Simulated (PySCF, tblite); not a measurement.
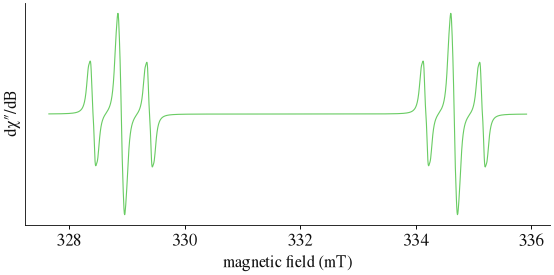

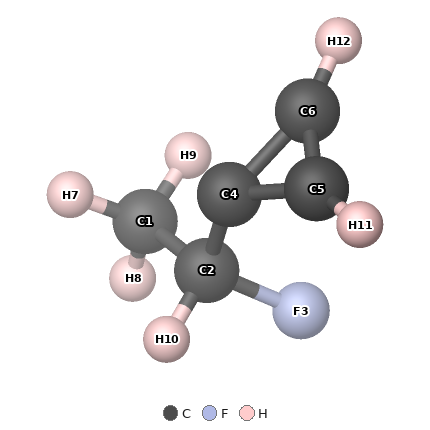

First-order isotropic EPR spectrum (fast tumbling, first derivative) of C₅H₆F, SMILES C[C@@H](F)C1=C[CH]1, doublet at 9.30 GHz, Lorentzian lines of 0.09 mT full width at half height, from computed g and hyperfine couplings (B3LYP/pcH-1, PySCF, at a GFN2-xTB geometry (a minimum by its frequencies), gas phase); values of one conformer, averaged over methyl-type rotors alone; other conformers aren't averaged in; no vibrational averaging; dilute isotopes left out. The SMILES is one Lewis form and needn't show where the spin sits.

> Which couplings does the calculation give? The spectrum shows the sizes of those above the line width, not their signs.

```
    nuclei  isotope  a (mT)  a (MHz)
        F3      ¹⁹F    5.76    161.5
       H12       ¹H   −0.50    −14.1
       H11       ¹H   −0.48    −13.4
H7, H8, H9       ¹H    0.05      1.3
       H10       ¹H    0.02      0.5
```

> What is the g value, and how wide is the spectrum?

g_iso = 2.0027, which centres the spectrum at 331.8 mT; it spans 6.9 mT.

Note: the tight-binding geometry is rougher than a DFT one and adds to the error.
